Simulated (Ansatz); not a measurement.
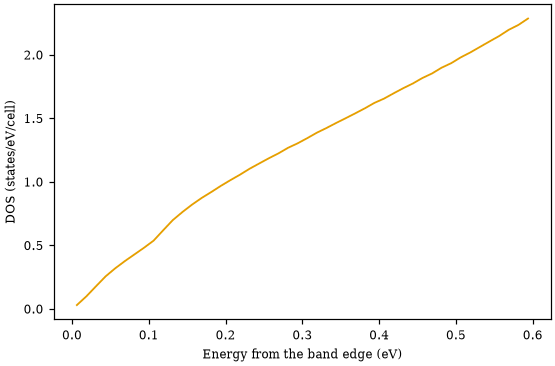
Fig. 1. Density of states of ZnO (P6_3mc) below the valence band maximum, Ansatz (an electronic-structure program) with r2SCAN with spin-orbit coupling, rigid bands; cell volume 47.2 Å³.

**Question.** What effective density of states at 300 K does this give (∫ g(E) exp(−E/k_BT) dE, both spins, divided by the cell's size)?

**Answer.** 7.8e19 cm⁻³, a density-of-states mass of 2.1 mₑ, valleys and band degeneracy included.

Geometry: cell and atoms relaxed with r2SCAN.
